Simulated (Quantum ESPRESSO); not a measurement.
# Convergence study of the k-point mesh for As (R-3m, 2 atoms in the cell)

```
CELL_PARAMETERS angstrom
      1.88940    -1.09085     3.53425
      0.00000     2.18169     3.53425
     -1.88940    -1.09085     3.53425
ATOMIC_POSITIONS crystal
  As 0.23172 0.23172 0.23172
  As 0.77300 0.77300 0.77300
```

Method: PBE, GBRV 1.5 ultrasoft (PBE) pseudopotentials (plane waves; Quantum ESPRESSO 7.5).

Base settings: ecutwfc = 40 Ry; ecutrho = 200 Ry; occupations = smearing; smearing = fd; degauss = 0.0073499 Ry; potentials = {As: as_pbe_v1.uspp.F.UPF}; K_POINTS = automatic 9 9 9 0 0 0; conv_thr = 1e-10 Ry; mixing_beta = 0.7.

The second cell is the first with its lattice scaled by 0.98.

Only quantities that move along the ladder and can be compared are tabulated.

The count of work is k-points × plane waves × bands × iterations; it is no time. 

The starting cell has typed, rounded lattice constants, without a prior relaxation at this level. Its lattice was rescaled by up to half a per cent. One atom was moved a little off its site on purpose.

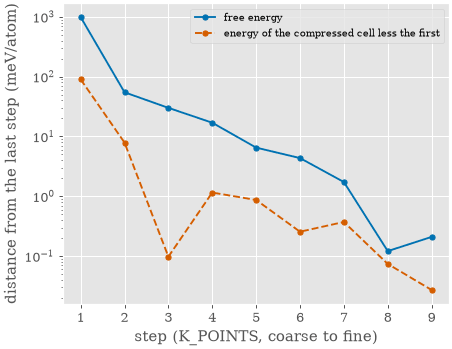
*Distance from the last step along the ladder; very small values are drawn at a floor.*

| K_POINTS | free energy less the last step's (meV/atom) | energy of the compressed cell less the first (meV/atom) | pressure (GPa) | largest difference of a force vector from the last step's (eV/Å) | count of work / last |
|---|---|---|---|---|---|
| automatic 2 2 2 0 0 0 | 990.30 | 120.36 | 12.43 | 2.369 | 0.0030 |
| automatic 3 3 3 0 0 0 | -54.75 | 38.13 | 1.96 | 0.297 | 0.0041 |
| automatic 4 4 4 0 0 0 | -30.06 | 30.34 | 1.25 | 0.321 | 0.0088 |
| automatic 6 6 6 0 0 0 | -16.96 | 29.08 | 1.17 | 0.107 | 0.022 |
| automatic 8 8 8 0 0 0 | -6.50 | 29.37 | 1.18 | 0.004 | 0.044 |
| automatic 9 9 9 0 0 0 | -4.35 | 29.98 | 1.25 | 0.009 | 0.058 |
| automatic 11 11 11 0 0 0 | -1.73 | 29.87 | 1.25 | 0.010 | 0.100 |
| automatic 14 14 14 0 0 0 | -0.12 | 30.16 | 1.28 | 0.009 | 0.20 |
| automatic 17 17 17 0 0 0 | 0.21 | 30.27 | 1.29 | 0.003 | 0.33 |
| automatic 25 25 25 0 0 0 | 0.00 | 30.24 | 1.29 | 0.000 | 1.0 |

Coarsest K_POINTS that holds the energy of the compressed cell less the first within 1 meV/atom of the last step, with all finer ones: automatic 8 8 8 0 0 0, at 0.044 of the last step's count of work; the step before is off by 1.2 meV/atom.

Coarsest K_POINTS that holds the forces within 0.02 eV/Å of the last step, with all finer ones: automatic 8 8 8 0 0 0, at 0.044 of the last step's count of work; the step before is off by 0.11 eV/Å.

Coarsest K_POINTS that holds the free energy within 1 meV/atom of the last step, with all finer ones: automatic 14 14 14 0 0 0, at 0.20 of the last step's count of work; the step before is off by 1.7 meV/atom.

The energy difference between the two cells stays within 1 meV/atom of the last step's from automatic 8 8 8 0 0 0 on, the total only from automatic 14 14 14 0 0 0 on: much of the error is common to both cells and cancels.
